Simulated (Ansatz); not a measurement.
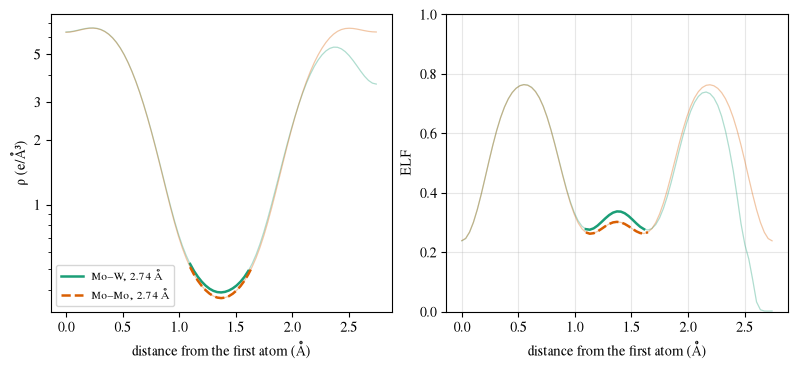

Figure 1: Mo3W. Valence electron density and electron localisation function along straight lines between neighbouring atoms. Thin, pale parts lie inside the atomic spheres.

Space group P4/mmm; a structure generated by program, which may or may not match a known phase; computed without spin polarisation.

All numbers below come from DFT PBE, scalar-relativistic, plane waves, PAW in Ansatz 0.2.0.

Core electrons are frozen (PAW), and the valence fields are smoothed inside the atomic spheres.

Q: What can be read from the curves?

A: Mo–W (2.74 Å): the density is about 0.39 e/Å³ at the midpoint; the ELF is about 0.35 at the midpoint.
Mo–Mo (2.74 Å): ρ is about 0.37 e/Å³ halfway; the ELF is about 0.30 at the midpoint.
